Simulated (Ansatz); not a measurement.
Al₁₂W (space group Im-3)

Space group Im-3 (No. 204); a = b = c = 7.5381 Å, α = β = γ = 90.00°

```csv
atom,site,symmetry,x,y,z
Al,24g,m..,0.0000,0.1858,0.3086
W,2a,m-3.,0.0000,0.0000,0.0000
```
(The calculation used a cell of 13 atoms; values per cell refer to that cell.)

This relaxed cell (volume V₀) is scaled evenly in all directions, its shape held. The atoms relax within the cell's symmetry.

The numbers are results of PBEsol (plane waves to 420 eV, PAW, scalar-relativistic; Ansatz, an electronic-structure program), not measurements. k mesh 7×7×7 (Γ-centred), Fermi-Dirac smearing 0.05 eV. Energies are smeared free energies. Al12W is run without spin polarisation. Al12W was relaxed with its symmetry unable to fall. Spin-orbit coupling is left out, though W is heavy. ΔE is measured from the relaxed starting cell.

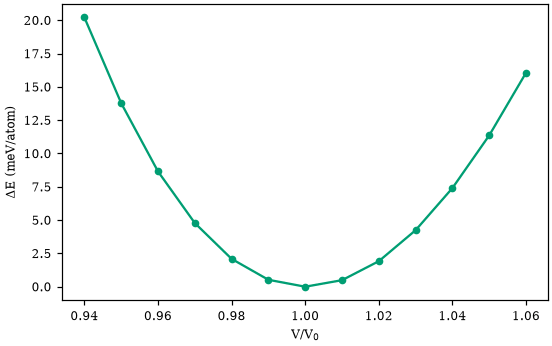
Figure: ΔE (meV/atom) against V/V₀; computed points joined by lines.

Task: What is ΔE at V/V₀ = 1.060?

Result: About 16 meV/atom.

Task: What bulk modulus B₀ follows from a third-order Birch-Murnaghan fit?

Result: About 97 GPa.

Task: What is ΔE at V/V₀ = 0.940?

Result: About 20 meV/atom.

(Under strain, the slope of the energy per volume gives the stress and its curvature an elastic modulus.)
